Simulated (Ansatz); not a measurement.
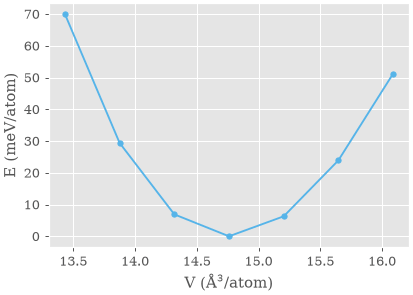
Figure: YN (rock salt, Fm-3m) under volume change, plane-wave PAW PBE (Ansatz code), scaled uniformly.

Question: What does a third-order Birch–Murnaghan fit give for V₀, B₀ and B′?

Answer: V₀ = 14.76 Å³/atom, B₀ = 159 GPa, B′ = 4.2.

Symmetry was held in the PBE relaxation. No spin polarisation was allowed.

Potentials: the later of the program's two PAW sets.
